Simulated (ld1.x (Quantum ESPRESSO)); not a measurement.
# Pseudopotential generation for Pb (part 2 of 2)

The same run, continued: lead (Pb, Z = 82), core [Kr] 4d10 4f14, reference valence 5s2 5p6 5d10 6s2 6p2, valence charge 22. Method: TM potential, PBEsol, scalar-relativistic, made with ld1.x (Quantum ESPRESSO) 7.5.

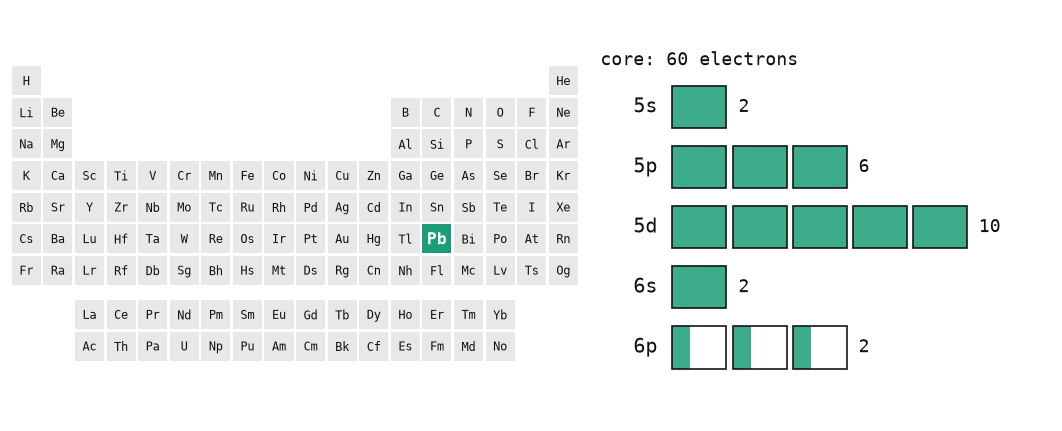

Left, the place of lead in the periodic table; right, the valence shells of the reference configuration: a box for each of the 2l + 1 orbitals, shaded by the share of the shell that is filled, with the electron count at the right.

Output of the test run (extracts), continued:
```
     ---------------------- Testing the pseudopotential ----------------------

     Pb
     scalar relativistic calculation

     atomic number is 82.00   valence charge is 22.00
     dft =PBESOL   lsd =0 sic =0 latt =0  beta=0.20 tr2=1.0E-14
     mesh =1281 r(mesh) =  98.81810 xmin = -7.00 dx = 0.01250

     n l     nl             e AE (Ry)        e PS (Ry)    De AE-PS (Ry)
     1 0     5S   1( 2.00)      -10.73217      -10.73264        0.00047
     2 1     5P   1( 6.00)       -6.44094       -6.44087       -0.00007
     3 2     5D   1(10.00)       -1.68023       -1.67957       -0.00066
     2 0     6S   1( 1.00)       -0.97064       -1.00059        0.02995  !
     3 1     6P   1( 3.00)       -0.31208       -0.32510        0.01302  !

     eps = 1.1E-11  iter =201

     Etot =  -41751.997463 Ry,  -20875.998731 Ha, -568064.864749 eV
     Etotps =  -388.072363 Ry,    -194.036181 Ha,   -5279.993474 eV
     dEtot_ae =       0.644654 Ry
     dEtot_ps =       0.661835 Ry,   Delta E=      -0.017181 Ry

     Ekin =     119.859133 Ry,      59.929566 Ha,    1630.766577 eV
     Encl =    -804.132414 Ry,    -402.066207 Ha,  -10940.778861 eV
     Ehrt =     318.873308 Ry,     159.436654 Ha,    4338.492372 eV
     Ecxc =     -31.200225 Ry,     -15.600113 Ha,    -424.500688 eV
     Epseu=       8.527836 Ry,       4.263918 Ha,     116.027125 eV

     ---------------------- End of pseudopotential test ----------------------

     ---------------------- Testing the pseudopotential ----------------------

     Pb
     scalar relativistic calculation

     atomic number is 82.00   valence charge is 22.00
     dft =PBESOL   lsd =0 sic =0 latt =0  beta=0.20 tr2=1.0E-14
     mesh =1281 r(mesh) =  98.81810 xmin = -7.00 dx = 0.01250

     n l     nl             e AE (Ry)        e PS (Ry)    De AE-PS (Ry)
     1 0     5S   1( 2.00)      -10.86666      -10.87289        0.00623  !
     2 1     5P   1( 6.00)       -6.57615       -6.58215        0.00600  !
     3 2     5D   1(10.00)       -1.82369       -1.82936        0.00567  !
     2 0     6S   1( 2.00)       -1.14247       -1.17717        0.03471  !
     3 1     6P   1( 1.50)       -0.48168       -0.49892        0.01724  !

     eps = 6.7E-11  iter =201

     Etot =  -41752.458166 Ry,  -20876.229083 Ha, -568071.132937 eV
     Etotps =  -388.542795 Ry,    -194.271398 Ha,   -5286.394037 eV
     dEtot_ae =       0.183951 Ry
     dEtot_ps =       0.191402 Ry,   Delta E=      -0.007451 Ry

     Ekin =     119.417988 Ry,      59.708994 Ha,    1624.764496 eV
     Encl =    -800.825205 Ry,    -400.412603 Ha,  -10895.781988 eV
     Ehrt =     315.582487 Ry,     157.791243 Ha,    4293.718468 eV
     Ecxc =     -31.172031 Ry,     -15.586016 Ha,    -424.117089 eV
     Epseu=       8.453967 Ry,       4.226983 Ha,     115.022076 eV

     ---------------------- End of pseudopotential test ----------------------

     ---------------------- Testing the pseudopotential ----------------------

     Pb
     scalar relativistic calculation

     atomic number is 82.00   valence charge is 22.00
     dft =PBESOL   lsd =0 sic =0 latt =0  beta=0.20 tr2=1.0E-14
     mesh =1281 r(mesh) =  98.81810 xmin = -7.00 dx = 0.01250

     n l     nl             e AE (Ry)        e PS (Ry)    De AE-PS (Ry)
     1 0     5S   1( 2.00)      -11.00574      -10.98947       -0.01627  !
     2 1     5P   1( 6.00)       -6.69288       -6.67921       -0.01366  !
     3 2     5D   1( 9.00)       -1.87430       -1.86364       -0.01066  !
     2 0     6S   1( 2.00)       -1.03676       -1.06606        0.02931  !
     3 1     6P   1( 3.00)       -0.33567       -0.34938        0.01371  !

     eps = 2.0E-11  iter =201

     Etot =  -41751.224537 Ry,  -20875.612268 Ha, -568054.348554 eV
     Etotps =  -387.334415 Ry,    -193.667208 Ha,   -5269.953189 eV
     dEtot_ae =       1.417580 Ry
     dEtot_ps =       1.399782 Ry,   Delta E=       0.017798 Ry

     Ekin =     117.611137 Ry,      58.805569 Ha,    1600.181044 eV
     Encl =    -797.220367 Ry,    -398.610184 Ha,  -10846.735666 eV
     Ehrt =     314.874556 Ry,     157.437278 Ha,    4284.086576 eV
     Ecxc =     -30.752076 Ry,     -15.376038 Ha,    -418.403305 eV
     Epseu=       8.152335 Ry,       4.076167 Ha,     110.918162 eV

     ---------------------- End of pseudopotential test ----------------------

     ---------------------- Testing the pseudopotential ----------------------

     Pb
     scalar relativistic calculation

     atomic number is 82.00   valence charge is 22.00
     dft =PBESOL   lsd =0 sic =0 latt =0  beta=0.20 tr2=1.0E-14
     mesh =1281 r(mesh) =  98.81810 xmin = -7.00 dx = 0.01250

     n l     nl             e AE (Ry)        e PS (Ry)    De AE-PS (Ry)
     1 0     5S   1( 2.00)      -11.59679      -11.59214       -0.00464
     2 1     5P   1( 6.00)       -7.28379       -7.28162       -0.00217
     3 2     5D   1( 9.00)       -2.46242       -2.46235       -0.00007
     2 0     6S   1( 2.00)       -1.59052       -1.62976        0.03924  !
     3 1     6P   1( 2.00)       -0.83435       -0.85755        0.02320  !

     eps = 5.1E-11  iter =201

     Etot =  -41750.645999 Ry,  -20875.323000 Ha, -568046.477151 eV
     Etotps =  -386.737200 Ry,    -193.368600 Ha,   -5261.827665 eV
     dEtot_ae =       1.996118 Ry
     dEtot_ps =       1.996997 Ry,   Delta E=      -0.000880 Ry

     Ekin =     117.238463 Ry,      58.619231 Ha,    1595.110546 eV
     Encl =    -783.968556 Ry,    -391.984278 Ha,  -10666.435595 eV
     Ehrt =     302.129318 Ry,     151.064659 Ha,    4110.678784 eV
     Ecxc =     -30.298515 Ry,     -15.149257 Ha,    -412.232294 eV
     Epseu=       8.162090 Ry,       4.081045 Ha,     111.050894 eV

     ---------------------- End of pseudopotential test ----------------------
```

Key numbers:

- outcome: generated; the pseudo-atom misses its reference levels by up to 0.40 eV (6s, which has no pseudo-wave of its own)
- reference test: the pseudo-atom misses its own reference levels by up to 0.40 eV
- cutoffs needed: 180 Ry and 300 Ry (the cutoffs, on a coarse ladder, from which the occupation-weighted sum of valence levels, in a spherical-Bessel basis at the reference potential, stays within 10 and 1 mRy of its value at 400 Ry); ghost states and empty shells don't enter this sum
- ghost test: no ghost state below the valence levels in the p, d, s, f channels (spherical-Bessel basis up to 400 Ry, 20 bohr box)
- largest excitation error: -1412 meV (all-electron minus pseudo) for 5s2 5p6 5d10 6s1 6p0, out of 7 test configurations
- range over which the phases arctan(r u′/u) at the test radius agree within 0.05 rad (a looser test near the poles than one of phase shifts): s: up to about -1.5 Ry; p: up to about -0.2 Ry; d: over the whole range computed
- hardware: 1 CPU thread, shared host
- wall time: 3.6 s

Remarks:

An excitation error of 1412 meV in its own tests makes this a poorly transferable potential. Warnings of the program, in the generation or the tests: convergence not achieved.
